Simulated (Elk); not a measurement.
# SrCl2 (Fm-3m): refractive index against wavelength

The refractive index of SrCl2 (Fm-3m) below the direct gap (5.56 eV on the mesh) is read from one computed spectrum, n = √(Re ε).

Cell: a, b, c = 4.933, 4.933, 4.933 Å (primitive vectors), 3 atoms.

Method: Elk 11.2.3 (patched build), PBE, independent particles, k-mesh 8×8×8, Lorentzian half width 0.15 eV.

Launch of the response step: `OMP_NUM_THREADS=4 elk`. The run took 13 s, its band step included, on 4 threads of Arm Neoverse V2, with other jobs on the host.

```tsv
wavelength (nm)	photon energy E (eV)	n
850	1.459	1.7650
700	1.771	1.7724
633	1.959	1.7777
532	2.331	1.7901
450	2.755	1.8079
405	3.061	1.8234
365	3.397	?
```

In the single-oscillator model n² − 1 = E₀E_d/(E₀² − E²), so 1/(n² − 1) = E₀/E_d − E²/(E₀E_d) is linear in E².

Working, on the rows shown:

| x = E² (eV²) | y = 1/(n² − 1) |
| --- | --- |
| 2.12762 | 0.472763 |
| 3.13716 | 0.466984 |
| 3.83641 | 0.462916 |
| 5.43137 | 0.453626 |
| 7.59115 | 0.440819 |
| 9.37179 | 0.430147 |

Means: x̄ = 5.2493, ȳ = 0.45454. Σ(x − x̄)(y − ȳ) = -0.2279, Σ(x − x̄)² = 38.71. Slope = -0.2279 / 38.71 = -0.005886; intercept = ȳ − slope · x̄ = 0.48544. Turned back into n, the line misses the rows shown by at most 0.00021.

Q: What does the fit predict for the withheld row, and how well does it do?

A: At x = 11.538 the line gives y = 0.41753, that is 1.8426. The run gave 1.8436, so the extrapolation is off by 0.001, 1.3 % of the range in the table.

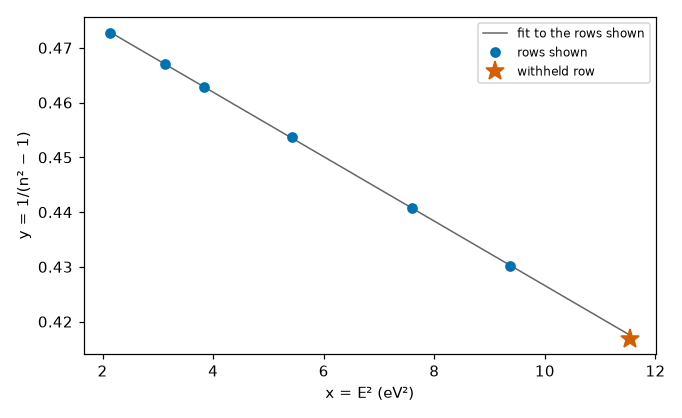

Refitted with all rows, the slope is -0.005935 and the intercept 0.48565. These give E₀ = √(intercept/−slope) = 9.05 eV and E_d = E₀/intercept = 18.6 eV; E₀ is 1.6 times the direct gap. The electronic limit at long wavelengths, without lattice vibrations, is n = √(1 + 1/intercept) = 1.749. Excitons are left out and so are local fields; PBE gaps are as a rule too small. The values come from a sum over the points of one k-mesh and carry its error, which grows as the direct gap shrinks. Spin-orbit coupling is left out.

[Logs are printed without paths, hosts, clocks, repeated set-up lines and the standing remarks that a program may print on its own settings, such as how far it seeks lower states.]
